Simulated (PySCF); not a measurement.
Consider C2H9FN2Si (SMILES N[SiH](N)CCF).

Input file:

```
{"job": {"kind": "nmr", "xc": "PBE0", "basis": "pcSseg-1"}, "charge": 0, "multiplicity": 1}
N     -1.936438    -0.835096    -0.800547
Si    -0.818277    -0.262231     0.384785
N     -1.181574     1.416967     0.510831
C      0.904297    -0.717419    -0.322682
C      1.948326     0.320855     0.031152
F      2.002280     0.520825     1.395134
H     -2.906934    -0.614107    -0.647847
H     -1.854641    -1.792456    -1.101767
H     -0.925414    -0.774499     1.755003
H     -0.610894     1.972621     1.125931
H     -1.396866     1.933245    -0.326595
H      1.229522    -1.683222     0.063111
H      0.876960    -0.796662    -1.408470
H      2.959727     0.024965    -0.271863
H      1.705513     1.294206    -0.408089
```

Run with:

```sh
OMP_NUM_THREADS=1 python probes_run.py task.json out
```

Geometry: GFN2-xTB.

Computed with PBE0/pcSseg-1, SCF density, gas phase, non-relativistic in PySCF.

**Predict the electron density and electron localisation function between the atoms.**

Si–N (1.72 Å): ρ at the midpoint is about 1.1 e/Å³; the ELF peaks at about 0.90 between the atoms (a polar covalent bond).
N–H (1.01 Å): the density is about 2.8 e/Å³ at the midpoint; the ELF climbs to about 1 towards the hydrogen, as it does in any bond to H: a covalent bond by its length.

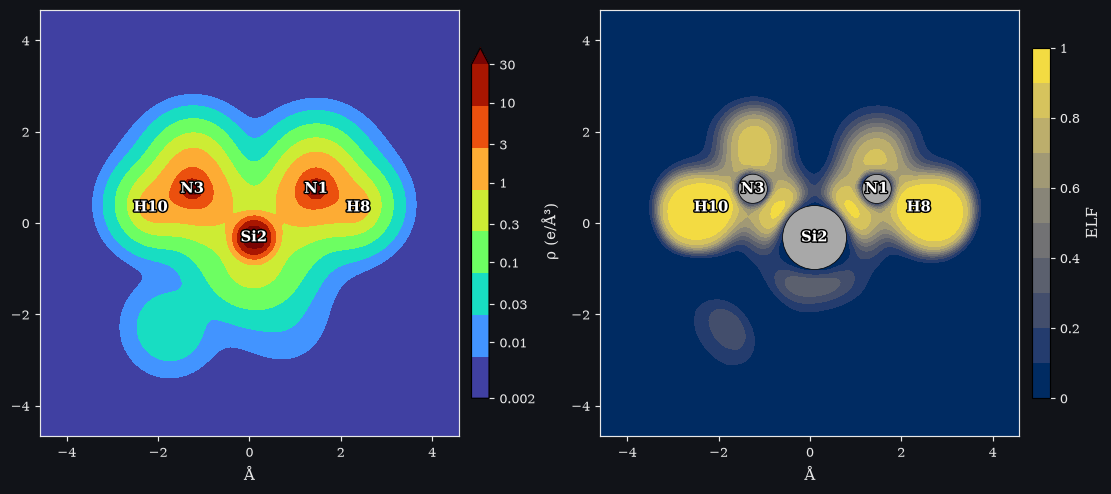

Computed electron density and electron localisation function on the plane of atoms N1, Si2 and N3, in this order. Grey discs cover the atomic cores in the ELF map. 
